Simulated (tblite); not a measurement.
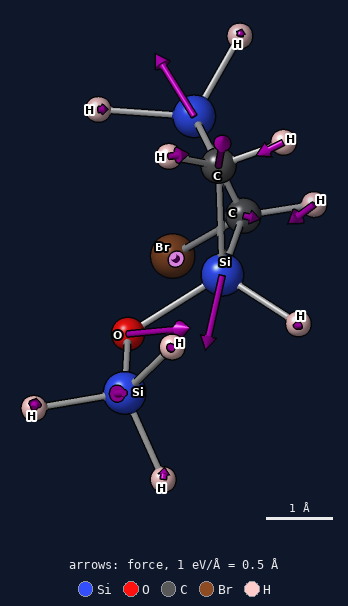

Starting geometry of C₂H₉BrOSi₃ with the computed forces as purple arrows. A ball-and-stick model, seen from a free direction.

The calculation used GFN2-xTB geometry optimisation, gas phase in tblite. 

> What follows when this structure is relaxed?

It isn't relaxed: the largest force vector, on the O atom, is 2.77 eV/Å. The final displacements have little in common with the starting forces (cosine between the two patterns 0.25). An H atom moves most after the best rigid fit: 1.63 Å. Largest moves by element: H 1.63 Å, O 1.56 Å, Br 1.20 Å, Si 0.82 Å, C 0.40 Å. Some distances before and after: Si–Si 2.786 → 3.151 Å, O–Si 1.729 → 1.634 Å, O–Si 1.702 → 1.610 Å, C–Si 1.843 → 1.916 Å. Bond angles that change, for instance: Si–O–Si 108.6° → 152.4°, Br–C–H 117.4° → 104.1°, C–Si–H 109.9° → 122.7°. Groups turn about O–Si by about 175°, O–Si by about 170°. After 144 geometry steps the energy has fallen by 1.155 eV. Cost: 2.3 s on 1 thread of Arm Neoverse N1 (shared host).
